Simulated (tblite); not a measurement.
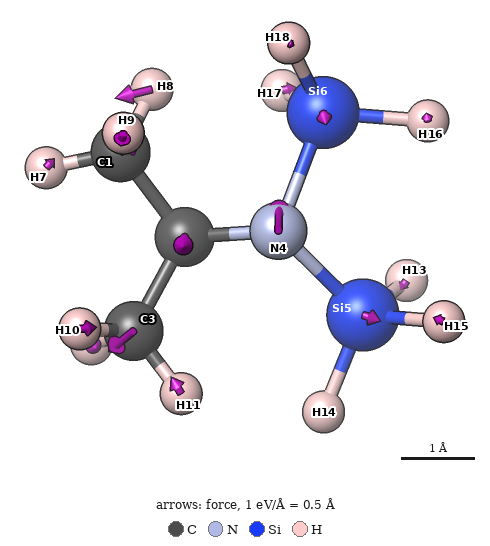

Starting geometry of C3H12NSi2 (multiplicity 2) with the computed forces as purple arrows. A ball-and-stick model, seen face on.

The calculation used GFN2-xTB geometry optimisation, gas phase (tblite 0.8.0). 

Is this structure relaxed? If not, where do the atoms go?

Answer. It isn't relaxed: the largest force vector, on a C atom, is 2.60 eV/Å. The final displacements have little in common with the starting forces (cosine between the two patterns 0.21). Over 150 geometry steps the energy falls by 93.5 kJ/mol. An H atom moves most after the best rigid fit: 1.27 Å. By element the largest moves are H 1.27 Å, N 0.57 Å, C 0.54 Å, Si 0.44 Å. Near-neighbour distances that change, for instance: C–Si 2.867 → 3.106 Å, N–Si 1.807 → 1.751 Å, C–N 1.436 → 1.386 Å, C–C 1.515 → 1.489 Å. Bond angles that change, for instance: C–N–Si 105.2° → 119.5°, Si–N–Si 106.6° → 120.8°, C–C–N 112.7° → 121.2°. The run took 0.95 s on 1 thread of Arm Neoverse V2 (shared host).
